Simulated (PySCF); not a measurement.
```xyz
13

N     2.8182    1.5654   -2.4548
C     2.1577    1.0487   -1.6670
Si    1.1333    0.0127   -0.5147
N     1.7433    0.4524    1.0341
Si   -1.1437    0.1583   -0.7075
C    -1.7557   -1.0661    0.6475
F    -1.0628   -0.8707    1.8338
H     2.6915    0.7513    1.1902
H     1.3303    0.0705    1.8690
H    -1.5495   -0.4442   -1.9844
H    -1.9616    1.3696   -0.5258
H    -1.5932   -2.1112    0.3745
H    -2.8121   -0.9364    0.8873
```

Geometry: GFN2-xTB.

The calculation used UKS B3LYP, pcH-1 on C F H N Si, non-relativistic, mean-field spin-orbit, GIAO in PySCF.

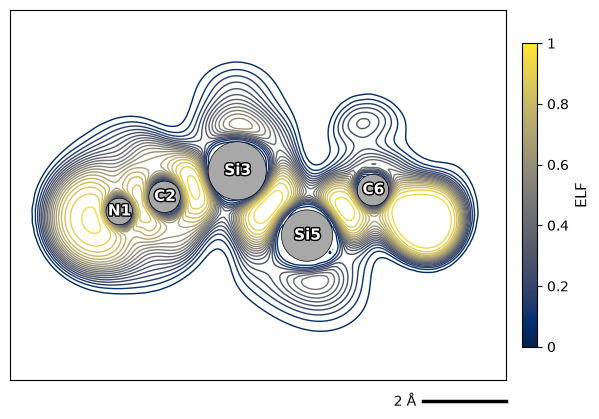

C2H6FN2Si2 (SMILES N#C[Si](N)[SiH2]CF) (doublet). ELF on the plane of atoms C2, Si3 and Si5. Grey discs cover the atomic cores.

Question: What do the fields say about this system?

Answer:
- The section cuts through N, C and Si sites.
- C–N (1.15 Å): the ELF peaks at about 0.85 between the atoms (a short, multiple covalent bond).
- C–Si (1.86 Å): the ELF peaks at about 0.95 between the atoms; a shared electron pair.
- Si–Si (2.29 Å): the ELF peaks at about 1 between the atoms; localised, covalent bonding.
- C–Si (1.93 Å): the ELF peaks at about 1 between the atoms; localised, covalent bonding.
- The ELF also peaks beside N1, away from the bonds: non-bonding electrons, paired or unpaired.
